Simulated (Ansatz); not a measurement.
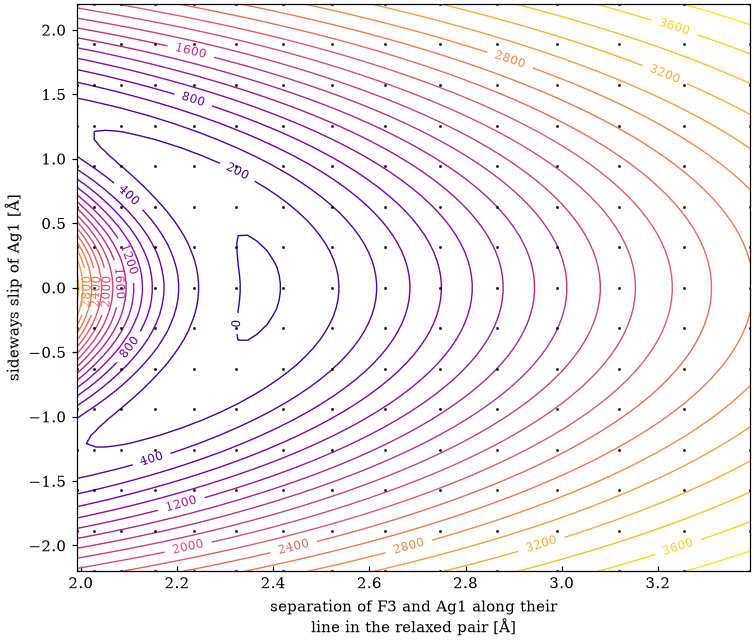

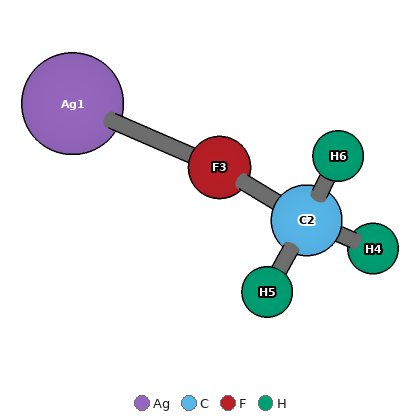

Energy landscape of CH₃AgF, charge +1. First axis: separation of F3 and Ag1 along their line in the relaxed pair. Second axis: sideways slip of Ag1. Nothing is relaxed (both partners rigid). The grid has 15 × 15 points. Points are written as (first, second). Energies are in cm⁻¹, from the lowest grid point. Theory: RHF/def2-TZVPD in Ansatz 0.2.0.

In the figure: contour lines labelled in cm⁻¹, dots at the grid points. Between grid points the surface is interpolated. The second picture is the structure at the lowest point.

### Where are the wells?

The lowest grid point is at (2.323 Å, −0.314 Å). The same energy is found, by symmetry, at (2.323 Å, 0.314 Å). It is the only kind of minimum in the scanned range. The highest grid point, (3.392 Å, 2.200 Å), lies 3941 cm⁻¹ above the lowest.

Grid values (cm⁻¹):

```
second ↓, first →  1.992  2.027  2.084  2.154  2.235  2.323  2.420  2.523  2.632  2.746  2.866  2.991  3.120  3.254  3.392
            2.200   2074   2127   2215   2324   2451   2586   2734   2886   3041   3197   3353   3507   3656   3801   3941
            1.886   1264   1329   1438   1576   1739   1916   2110   2311   2515   2719   2922   3119   3309   3491   3664
            1.571    560    614    715    856   1035   1241   1473   1720   1974   2228   2480   2724   2958   3180   3390
            1.257    227    216    237    315    456    651    895   1169   1461   1759   2058   2349   2625   2887   3133
            0.943    541    375    198    103    118    236    444    714   1024   1353   1689   2019   2333   2631   2909
            0.629   1538   1125    630    256     58     38    164    397    702   1044   1403   1761   2105   2431   2735
            0.314   2735   2067   1245    585    167      0     36    222    509    852   1223   1598   1960   2304   2624
            0.000   3280   2501   1536    751    239      8      4    169    447    788   1162   1542   1910   2260   2586
           −0.314   2735   2067   1244    584    167      0     35    222    509    852   1223   1598   1960   2304   2624
           −0.629   1536   1123    628    255     57     37    163    397    701   1043   1403   1761   2105   2431   2734
           −0.943    535    370    193     99    114    233    442    712   1023   1352   1688   2018   2333   2631   2908
           −1.257    216    206    228    307    449    645    890   1165   1458   1757   2056   2347   2624   2886   3132
           −1.571    545    600    702    844   1025   1232   1466   1713   1968   2223   2476   2721   2955   3178   3388
           −1.886   1245   1311   1422   1561   1726   1905   2100   2302   2508   2713   2916   3114   3305   3488   3661
           −2.200   2052   2107   2196   2307   2435   2573   2721   2875   3032   3189   3346   3500   3650   3796   3937
```

The whole map (225 points run) took 9.5 min on 1 thread of Arm Neoverse V2, with other jobs on the host.
